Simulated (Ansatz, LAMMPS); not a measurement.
# Gap against volume in amorphous Hg33S25Se8 (66 atoms)

Density of this cell: 6.19 g/cm³. The cell holds 66 atoms: 33 Hg, 25 S and 8 Se. Cell: a = 11.644 Å, b = 13.982 Å, c = 13.308 Å, α = 91.8°, β = 88.0°, γ = 86.8°. The starting structure: 66 atoms (33 Hg, 25 S, 8 Se) placed at random at 7.67 g/cm³, melted at 2500 K for 10 ps at fixed volume with the Stillinger-Weber II-VI potential (Zhou et al., Phys. Rev. B 88, 085309 (2013)). Quenched from 2500 K to 500 K at 100 K/ps and fixed volume, held 5 ps, then minimised at fixed cell.

Calculated with Ansatz 0.2.0: Kohn-Sham DFT, PBE, PAW (set soft_1, large core), plane waves; cutoff 420 eV, Γ point, gaussian smearing of 0.05 eV. The relaxed cell was scaled evenly and the atoms were relaxed at each volume. The gap is that between the highest filled and the lowest empty Kohn-Sham level on the run's k-points.

| volume (Å³/atom) | gap (eV) |
| --- | --- |
| 29.464 | 1.157 |
| 30.774 | 1.175 |
| 31.756 | 1.180 |
| 32.738 | 1.112 |
| 33.720 | ? |
| 34.702 | 1.076 |

**Question.** Fit a straight line in ln V to the rows given and interpolate to the withheld row.

**Working.**

A volume deformation potential makes the spacing linear in u = ln(V/V0), with V0 = 32.738 Å³ the relaxed volume; v is the spacing.

```
u = ln(V/V0)  v (eV)
   -0.105361  1.1571
  -0.0618757  1.1747
  -0.0304598  1.1802
           0  1.1116
   0.0582688  1.0762
```

With n = 5: mean u = -0.0278856, mean v = 1.13996, Σ(u − ū)² = 0.015365, Σ(u − ū)(v − v̄) = -0.0088964. Slope b = -0.0088964 / 0.015365 = -0.57902; intercept a = v̄ − b ū = 1.1238.

At the withheld volume u = 0.02956, and v = a + b u.

Prediction at 33.720: 1.107 eV. The run gave 1.088 eV, so the fit is high by 0.019 eV (1.7 % of the value).

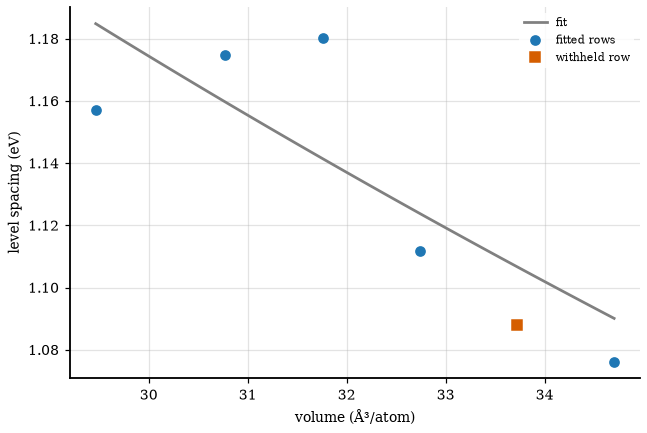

The fit, the rows that it rests on and the withheld row.

The rows follow a line only loosely (correlation 0.84 in size over all rows, under the 0.97 asked here), so the slope of -0.58 eV is a mean trend and no deformation potential. Among the rows given, the largest miss of the fit is at 31.756, by 0.039 eV (37 % of the range of the table).

Limits: The table spans 16 % in volume, wide for a linear law. Semilocal functionals tend to put gaps under measured ones. Only the Γ point is sampled. Atoms move by up to 1.0 Å in these relaxations, so the structure changes along the series. Defect or tail levels can set the spacing of a disordered cell. Spin–orbit coupling is left out, which matters for the levels of the heavy elements.

[Logs are printed without paths, hosts, clocks, repeated set-up lines and the standing remarks that a program may print on its own settings, such as how far it seeks lower states.]

[Hosts, paths, dates, database ids (printed as entryN), source tags and the programs' standing remarks are cut or masked in the printed files.]
